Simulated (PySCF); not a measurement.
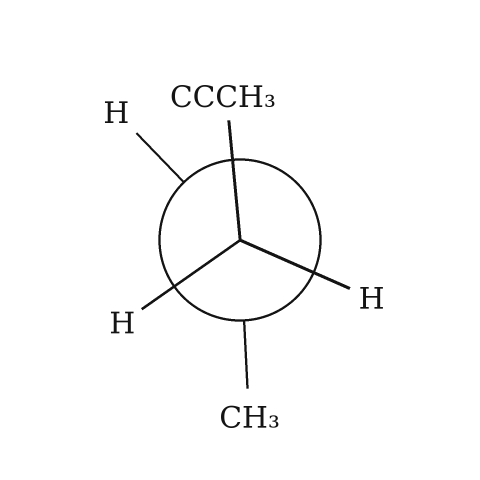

A Newman projection along the Ge–N bond, germanium in front; angles are drawn as computed, but eclipsed bonds slightly apart. Computed geometry: PBE0-D3(BJ)/def2-SVP optimisation. No frequency run is at hand to confirm it as a minimum.

### Which molecule is it?

C4H9GeN, CC#[C][GeH2][NH]C

### What is the torsion angle from the front CCCH3 to the back CH3? The sign is positive where the front bond must turn clockwise to cover the back bond.

−177°, antiperiplanar (anti).
